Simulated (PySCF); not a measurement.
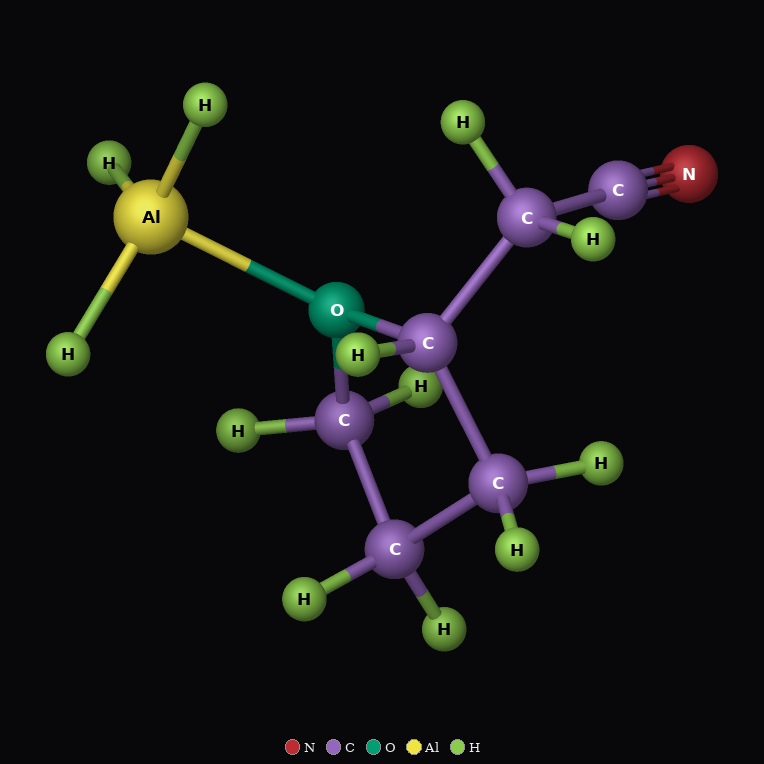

Figure made from data computed with PySCF.

Rendered structure (ball-and-stick style). Double and triple bonds are drawn as two and three sticks.

Count the atoms of each element.

C6H12AlNO, 21 atoms: 6 carbon, 12 hydrogen, 1 aluminium, 1 nitrogen and 1 oxygen.

Which point group does it belong to?

C1.

Count the bonded pairs by element.

9 C–H, 5 C–C, 3 Al–H, 2 C–O, 1 C–N, 1 Al–O.
